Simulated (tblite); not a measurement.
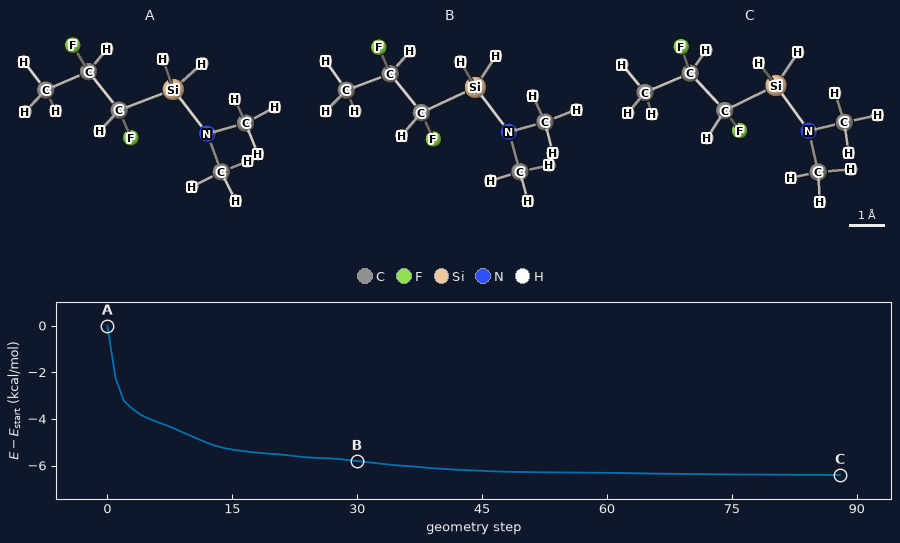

Frames of a relaxation of C₅H₁₃F₂NSi, marked on the history of the run. Style: ball-and-stick. Shown at a tilt.

The calculation used GFN2-xTB geometry optimisation, gas phase in tblite 0.8.0. 

Q: What happens along the run?

A: The atom that moves furthest after the best rigid fit is an H atom (0.47 Å). By element the largest moves are H 0.47 Å, F 0.45 Å, C 0.23 Å, Si 0.14 Å, N 0.12 Å. Near-neighbour distances that change, for instance: C–Si 1.874 → 1.922 Å, C–F 1.352 → 1.392 Å, C–N 1.467 → 1.443 Å, N–Si 1.736 → 1.715 Å. Bond angles that change, for instance: N–Si–H 106.5° → 117.3°, C–Si–H 111.2° → 105.3°, C–Si–N 113.4° → 107.6°. The energy falls by 6.40 kcal/mol in 88 geometry steps. From step 0 to 30: an H atom moves most (0.29 Å), energy −5.81 kcal/mol. From step 30 to 88: an F atom moves most (0.38 Å), energy −0.60 kcal/mol.
